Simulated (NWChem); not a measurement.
**SiH4O3 (SMILES O[SiH](O)O), step by step**

Wanted: a structure relaxation (singlet SiH4O3, HF/6-31G*), then a structure relaxation (doublet [SiH4O3]+, UHF/6-31G*) of H4O3Si. 

The calculation is run with NWChem 7.3.0.

**1. Starting point**

The species is SiH4O3 (8 atoms), meant as a singlet with charge 0. As SMILES, `O[SiH](O)O`. The coordinates come from a PBE0-D4/def2-TZVP relaxation. This is one conformer, not always the lowest. The run starts from this shape.

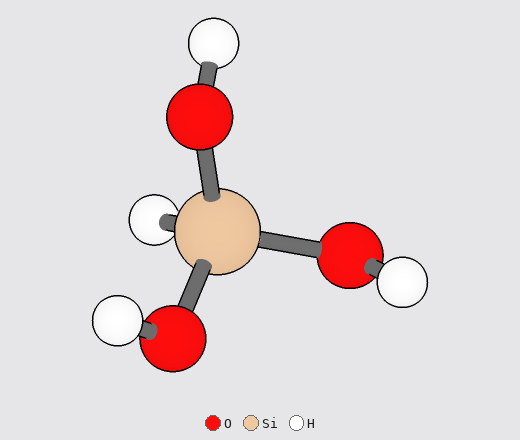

The structure, seen from a chosen angle (oxygen red, silicon light orange, hydrogen white).

**2. A geometry optimisation at HF/6-31G(d) (spherical functions) (run 1)**

File test.nw:

```
START test
memory stack 880 mb heap 220 mb global 1100 mb
charge 0

GEOMETRY units angstrom
   O      0.057900     1.618800    -0.225000
   Si    -0.171600     0.082600     0.269200
   O      1.169300    -0.861100     0.196500
   O     -1.250800    -0.639700    -0.721300
   H      0.176800     1.769800    -1.164500
   H     -0.642800     0.209400     1.662000
   H      1.894900    -0.655000     0.786800
   H     -1.141700    -1.581700    -0.859700
END

BASIS spherical bse
   * library 6-31G*
END

SCF
   thresh 1e-07
   maxiter 80
   print low
END

DRIVER
   maxiter 60
END

FREQ
   temp 3 298.15 400 700
END

TASK scf optimize
TASK scf frequencies
```

Run with:

```console
$ nwchem test.nw > test.out
```

The log of the run:

```text
Northwest Computational Chemistry Package (NWChem) 7.3.0
             --------------------------------------------------------

           Job information
           ---------------

    nwchem branch   = 7.3.0
    use scalapack   = T
    input           = test.nw
    prefix          = test.
    data base       = ./test.db
    status          = startup
    nproc           =        1

           Memory information
           ------------------

    heap     =     28835834 doubles =      220.0 Mbytes
    stack    =    115343359 doubles =      880.0 Mbytes
    global   =    144179200 doubles =     1100.0 Mbytes (distinct from heap & stack)
    total    =    288358393 doubles =     2200.0 Mbytes
    verify   = yes
    hardfail = no

           Directory information
           ---------------------

  0 permanent = .
  0 scratch   = .

                                NWChem Input Module
                                -------------------

 Scaling coordinates for geometry "geometry" by  1.889725989
 (inverse scale =  0.529177249)

 C1  symmetry detected

          ------
          auto-z
          ------
  no constraints, skipping    0.0000000000000000
  no constraints, skipping    0.0000000000000000

                             Geometry "geometry" -> ""
                             -------------------------

 Output coordinates in angstroms (scale by  1.889725989 to convert to a.u.)

  No.       Tag          Charge          X              Y              Z
 ---- ---------------- ---------- -------------- -------------- --------------
    1 O                    8.0000     0.39133659    -1.52836326     0.19283609
    2 Si                  14.0000     0.01763343    -0.03168060    -0.33356801
    3 O                    8.0000     0.98804862     1.15551975     0.25185277
[... 4 lines of this table left out ...]
    8 H                    1.0000    -1.64766841     1.28203006     0.36381123

      Atomic Mass
      -----------

      O                 15.994910
      Si                27.976930
      H                  1.007825

 Effective nuclear repulsion energy (a.u.)     189.2501360797

            Nuclear Dipole moment (a.u.)
            ----------------------------
        X                 Y               Z
 ---------------- ---------------- ----------------
     0.0000000000    -0.0000000000    -0.0000000000

                                Z-matrix (autoz)
                                --------

 Units are Angstrom for bonds and degrees for angles

      Type          Name      I     J     K     L     M      Value
      ----------- --------  ----- ----- ----- ----- ----- ----------
    1 Stretch                  1     2                       1.62997
    2 Stretch                  1     5                       0.95896
    3 Stretch                  2     3                       1.64130
    4 Stretch                  2     4                       1.63324
    5 Stretch                  2     6                       1.47580
    6 Stretch                  3     7                       0.95782
    7 Stretch                  4     8                       0.95834
    8 Bend                     1     2     3               114.42066
    9 Bend                     1     2     4               109.02413
   10 Bend                     1     2     6               104.48468
   11 Bend                     2     1     5               117.57470
   12 Bend                     2     3     7               117.89686
   13 Bend                     2     4     8               116.55562
   14 Bend                     3     2     4               104.99235
   15 Bend                     3     2     6               110.61277
   16 Bend                     4     2     6               113.53924
   17 Torsion                  1     2     3     7          66.87546
   18 Torsion                  1     2     4     8         148.47702
   19 Torsion                  3     2     1     5          72.28898
   20 Torsion                  3     2     4     8          25.44768
   21 Torsion                  4     2     1     5         -44.90984
   22 Torsion                  4     2     3     7        -173.63870
   23 Torsion                  5     1     2     6        -166.60447
   24 Torsion                  6     2     3     7         -50.78747
   25 Torsion                  6     2     4     8         -95.49632

            XYZ format geometry
            -------------------
     8
 geometry
 O                     0.39133659    -1.52836326     0.19283609
 Si                    0.01763343    -0.03168060    -0.33356801
 O                     0.98804862     1.15551975     0.25185277
[... 4 lines of this table left out ...]
 H                    -1.64766841     1.28203006     0.36381123

 ==============================================================================
                                internuclear distances
 ------------------------------------------------------------------------------
       center one      |      center two      | atomic units |  angstroms
 ------------------------------------------------------------------------------
[... 139 lines left out ...]
         Total SCF energy =   -515.964134808257
[... 22 lines left out ...]
@    0    -515.96413481  0.0D+00  0.01190  0.00426  0.00000  0.00000      9.8
[... 47 lines left out ...]
 Nuclear repulsion energy =    189.583798761177
[... 69 lines left out ...]
         Total SCF energy =   -515.964586355484
[... 64 lines left out ...]
       Final RHF  results
[... 10 lines left out ...]
     step= 1.00 grad=-8.4D-05 hess= 2.7D-05 energy=   -515.964644 mode=downhill
[... 65 lines left out ...]
      One-electron energy =  -1091.811183695973
[... 63 lines left out ...]
         Total SCF energy =   -515.964656540672
[... 8 lines left out ...]
 new step= 4.00                   predicted energy=   -515.964661
[... 65 lines left out ...]
      Two-electron energy =    386.435911893679
[... 63 lines left out ...]
      One-electron energy =  -1091.916790429908
[... 43 lines left out ...]
            Nuclear Dipole moment (a.u.)
[... 30 lines left out ...]
 Nuclear repulsion energy =    189.516675349714
[... 63 lines left out ...]
      Two-electron energy =    386.433919763647
[... 67 lines left out ...]
       Final RHF  results
[... 25 lines left out ...]
@    5    -515.96469797 -2.1D-05  0.00113  0.00040  0.01515  0.03893     80.5
[... 47 lines left out ...]
 Nuclear repulsion energy =    189.499642250787
[... 69 lines left out ...]
         Total SCF energy =   -515.964720881313
[... 60 lines left out ...]
       Final RHF  results
[... 10 lines left out ...]
     step= 1.00 grad=-8.8D-06 hess= 3.1D-06 energy=   -515.964727 mode=downhill
[... 65 lines left out ...]
      One-electron energy =  -1091.878309661535
[... 63 lines left out ...]
         Total SCF energy =   -515.964727998629
[... 8 lines left out ...]
 new step= 1.89                   predicted energy=   -515.964728
[... 65 lines left out ...]
      Two-electron energy =    386.409583562543
[... 62 lines left out ...]
      One-electron energy =  -1091.865831505321
[... 39 lines left out ...]
            Nuclear Dipole moment (a.u.)
[... 30 lines left out ...]
 Nuclear repulsion energy =    189.489602533463
[... 63 lines left out ...]
      Two-electron energy =    386.404788199112
[... 67 lines left out ...]
       Final RHF  results
[... 25 lines left out ...]
@   10    -515.96473117 -2.0D-06  0.00031  0.00011  0.00616  0.01526    150.6
[... 44 lines left out ...]
 Nuclear repulsion energy =    189.490760549232
[... 69 lines left out ...]
         Total SCF energy =   -515.964734269376
[... 61 lines left out ...]
       Final RHF  results
[... 10 lines left out ...]
     step= 1.00 grad=-2.0D-06 hess= 1.2D-06 energy=   -515.964735 mode=downhill
[... 61 lines left out ...]
      One-electron energy =  -1091.873659124581
[... 62 lines left out ...]
         Total SCF energy =   -515.964735205750
[... 8 lines left out ...]
 new step= 1.00                   predicted energy=   -515.964735
[... 88 lines left out ...]
      Optimization converged
[... 131 lines left out ...]
         Total SCF energy =   -515.964735205750
[... 37 lines left out ...]
       Convergence  1.0D-04
[... 17 lines left out ...]
 d_dipole_x/<atom=   1,y> =     0.0583     [    0.2798]
[... 4 lines left out ...]
 d_dipole_x/<atom=   3,x> =    -0.9964     [   -4.7860]
[... 4 lines left out ...]
 d_dipole_x/<atom=   4,z> =     0.1858     [    0.8926]
[... 4 lines left out ...]
 d_dipole_x/<atom=   6,y> =    -0.0034     [   -0.0165]
[... 4 lines left out ...]
 d_dipole_x/<atom=   8,x> =     0.4244     [    2.0386]
[... 5 lines left out ...]
 d_dipole_y/<atom=   1,y> =    -1.2908     [   -6.2002]
[... 4 lines left out ...]
 d_dipole_y/<atom=   3,x> =    -0.2427     [   -1.1658]
[... 4 lines left out ...]
 d_dipole_y/<atom=   4,z> =    -0.0651     [   -0.3125]
[... 4 lines left out ...]
 d_dipole_y/<atom=   6,y> =    -0.3303     [   -1.5863]
[... 4 lines left out ...]
 d_dipole_y/<atom=   8,x> =    -0.0341     [   -0.1640]
[... 5 lines left out ...]
 d_dipole_z/<atom=   1,y> =     0.2617     [    1.2568]
[... 4 lines left out ...]
 d_dipole_z/<atom=   3,x> =    -0.1302     [   -0.6254]
[... 4 lines left out ...]
 d_dipole_z/<atom=   4,z> =    -0.9000     [   -4.3228]
[... 4 lines left out ...]
 d_dipole_z/<atom=   6,y> =    -0.0087     [   -0.0419]
[... 4 lines left out ...]
 d_dipole_z/<atom=   8,x> =    -0.0166     [   -0.0797]
[... 118 lines left out ...]
          MASS-WEIGHTED PROJECTED HESSIAN (Hartree/Bohr/Bohr/Kamu)
[... 2 lines left out ...]
               1            2            3            4            5            6            7            8            9           10
   ----- ----- ----- ----- -----
    1    7.03279D+00
    2   -2.39789D+00  2.19961D+01
    3   -8.62864D+00 -1.46494D+01  3.78539D+01
    4   -2.95234D+00  2.96001D+00 -1.11881D+00  1.93686D+01
[... 19 lines of this table left out ...]
   24   -8.15283D-01  5.96192D-01  2.56112D-02  8.69524D-01 -1.71846D+00 -3.37384D-01 -5.00549D-01 -4.15775D-02 -3.48488D-01  8.65431D+00

              11           12           13           14           15           16           17           18           19           20
   ----- ----- ----- ----- -----
   11    3.81983D+01
   12    1.23302D+01  7.05751D+00
   13   -6.90257D-01  3.19336D-01  5.24861D+01
   14    6.68233D-01 -7.22828D-01  3.24569D+01  6.19666D+01
[... 9 lines of this table left out ...]
   24   -3.98854D+01 -1.30665D+01  2.99271D-01 -1.39537D-01  6.43560D-01  1.76167D+00  7.69885D-01 -9.20394D-01  3.34023D-02  1.75061D-01

              21           22           23           24
   ----- ----- ----- ----- -----
   21    2.80770D+01
   22    1.04810D-01  4.34397D+01
   23   -4.64720D-03 -9.22104D+01  5.36959D+02
   24   -4.43191D-01 -3.59107D+01  1.64935D+02  5.58382D+01

 center of mass
 --------------
 x =  -0.00716188 y =   0.00286053 z =  -0.02942721

 moments of inertia (a.u.)
 ------------------
         272.710660302830           1.801339442175          -0.487974663457
           1.801339442175         249.442485626012           4.311835642836
          -0.487974663457           4.311835642836         449.868043554146

 Rotational Constants
 --------------------
 A=   0.241564 cm-1  (  0.347549 K)
 B=   0.220635 cm-1  (  0.317438 K)
 C=   0.133789 cm-1  (  0.192489 K)

 Temperature                      =   298.15K
 frequency scaling parameter      =   1.0000

 Zero-Point correction to Energy  =   34.533 kcal/mol  (  0.055031 au)
 Thermal correction to Energy     =   38.175 kcal/mol  (  0.060836 au)
 Thermal correction to Enthalpy   =   38.768 kcal/mol  (  0.061780 au)

 Total Entropy                    =   74.108 cal/mol-K
   - Translational                =   39.035 cal/mol-K (mol. weight =  79.9930)
   - Rotational                   =   24.918 cal/mol-K (symmetry #  =        1)
   - Vibrational                  =   10.155 cal/mol-K

 Cv (constant volume heat capacity) =   19.518 cal/mol-K
   - Translational                  =    2.979 cal/mol-K
   - Rotational                     =    2.979 cal/mol-K
   - Vibrational                    =   13.560 cal/mol-K

 Temperature                      =   400.00K
 frequency scaling parameter      =   1.0000

 Zero-Point correction to Energy  =   34.533 kcal/mol  (  0.055031 au)
 Thermal correction to Energy     =   40.368 kcal/mol  (  0.064331 au)
 Thermal correction to Enthalpy   =   41.163 kcal/mol  (  0.065597 au)

 Total Entropy                    =   80.991 cal/mol-K
   - Translational                =   40.494 cal/mol-K (mol. weight =  79.9930)
   - Rotational                   =   25.793 cal/mol-K (symmetry #  =        1)
   - Vibrational                  =   14.703 cal/mol-K

 Cv (constant volume heat capacity) =   23.361 cal/mol-K
   - Translational                  =    2.979 cal/mol-K
   - Rotational                     =    2.979 cal/mol-K
   - Vibrational                    =   17.402 cal/mol-K

 Temperature                      =   700.00K
 frequency scaling parameter      =   1.0000

 Zero-Point correction to Energy  =   34.533 kcal/mol  (  0.055031 au)
 Thermal correction to Energy     =   48.456 kcal/mol  (  0.077220 au)
 Thermal correction to Enthalpy   =   49.847 kcal/mol  (  0.079436 au)

 Total Entropy                    =   97.028 cal/mol-K
   - Translational                =   43.273 cal/mol-K (mol. weight =  79.9930)
   - Rotational                   =   27.461 cal/mol-K (symmetry #  =        1)
   - Vibrational                  =   26.294 cal/mol-K

 Cv (constant volume heat capacity) =   29.618 cal/mol-K
   - Translational                  =    2.979 cal/mol-K
   - Rotational                     =    2.979 cal/mol-K
   - Vibrational                    =   23.660 cal/mol-K

          -------------------------------------------------
          NORMAL MODE EIGENVECTORS IN CARTESIAN COORDINATES
          -------------------------------------------------
             (Projected Frequencies expressed in cm-1)

                    1           2           3           4           5           6

 P.Frequency       -0.00       -0.00       -0.00        0.00        0.00        0.00

           1     0.10530     0.06969    -0.02790     0.02634    -0.11690    -0.00892
[... 22 lines of this table left out ...]
          24    -0.00099    -0.01844     0.03838     0.25111    -0.01274     0.07266

                    7           8           9          10          11          12

 P.Frequency      165.38      224.38      256.46      336.85      390.79      433.47

           1    -0.08058     0.02768     0.01230     0.01963     0.12723    -0.04805
[... 22 lines of this table left out ...]
          24    -0.44978    -0.01265    -0.60452     0.36153    -0.28370     0.12675

                   13          14          15          16          17          18

 P.Frequency      835.09      858.59      903.24      913.27      927.54      985.35

           1     0.02256     0.03957    -0.03517    -0.00336     0.02240     0.00199
[... 22 lines of this table left out ...]
          24     0.01023    -0.05672    -0.10418     0.09651     0.10574    -0.00381

                   19          20          21          22          23          24

 P.Frequency     1045.33     1061.05     2467.20     4114.38     4121.17     4127.95

           1     0.01415    -0.02789    -0.00005     0.01590     0.00192     0.00163
[... 22 lines of this table left out ...]
          24     0.04983     0.09671     0.00556    -0.04127     0.27750     0.03865

 ----------------------------------------------------------------------------
 Normal Eigenvalue ||    Projected Derivative Dipole Moments (debye/angs)
  Mode   [cm**-1]  ||      [d/dqX]             [d/dqY]           [d/dqZ]
 ------ ---------- || ------------------ ------------------ -----------------
    1       -0.000 ||      -0.002              -0.004             0.008
    2       -0.000 ||      -0.067               0.076            -0.015
    3       -0.000 ||      -0.057              -0.064             0.149
[... 20 lines of this table left out ...]
   24     4127.947 ||       1.530               0.425             0.112
 ----------------------------------------------------------------------------

 ----------------------------------------------------------------------------
 Normal Eigenvalue ||           Projected Infra Red Intensities
  Mode   [cm**-1]  || [atomic units] [(debye/angs)**2] [(KM/mol)] [arbitrary]
 ------ ---------- || -------------- ----------------- ---------- -----------
    1       -0.000 ||    0.000003           0.000         0.003       0.000
    2       -0.000 ||    0.000457           0.011         0.445       0.039
    3       -0.000 ||    0.001282           0.030         1.250       0.111
[... 20 lines of this table left out ...]
   24     4127.947 ||    0.109823           2.534       107.061       9.493
 ----------------------------------------------------------------------------

 vib:animation  F

 Task  times  cpu:       15.9s     wall:       15.9s
 Total times  cpu:      200.9s     wall:      200.9s
```

It took 3.4 min on 1 thread of Intel Xeon at 2.60GHz (Ice Lake), shared host; peak memory 0.14 GiB.

The path in brief:

```
step  energy from the first frame kept (eV)
   0                                 0.0000
   1                                -0.0123
   2                                -0.0141
   3                                -0.0143
   4                                -0.0148
   5                                -0.0153
   6                                -0.0159
   7                                -0.0161
   8                                -0.0161
   9                                -0.0162
  10                                -0.0162
  11                                -0.0163
  12                                -0.0163
  13                                -0.0163
```

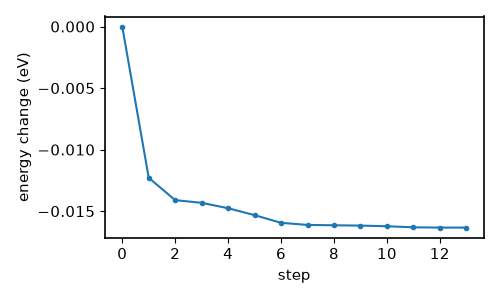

Energy along the run.

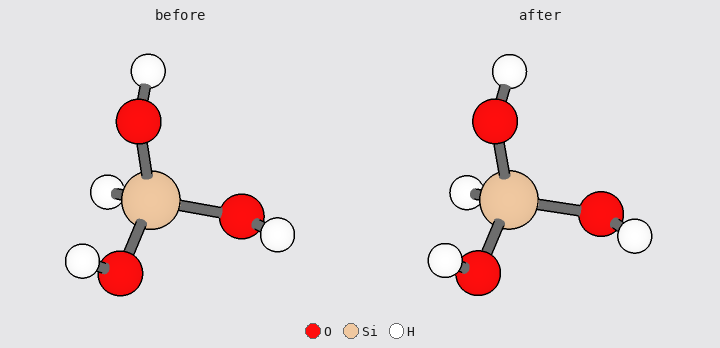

Before and after, at one scale.

After the run. Bond lengths: O1–Si2 1.632 Å, Si2–O3 1.642 Å, Si2–O4 1.634 Å, O1–H5 0.948 Å, Si2–H6 1.461 Å, O3–H7 0.947 Å, O4–H8 0.948 Å. Angles: O1–Si2–O3 113.3°, O1–Si2–O4 109.5°, O3–Si2–O4 104.7°, O1–Si2–H6 105.5°, O3–Si2–H6 110.7°, O4–Si2–H6 113.4°, Si2–O1–H5 117.8°, Si2–O3–H7 118.9°, Si2–O4–H8 116.9°.

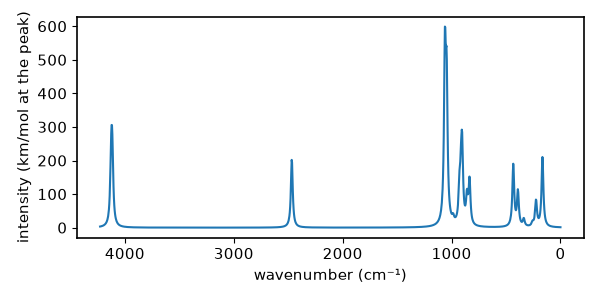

Harmonic infrared spectrum, unscaled, lines broadened by 10 cm⁻¹.

(Part 1 of 2 ends here.)
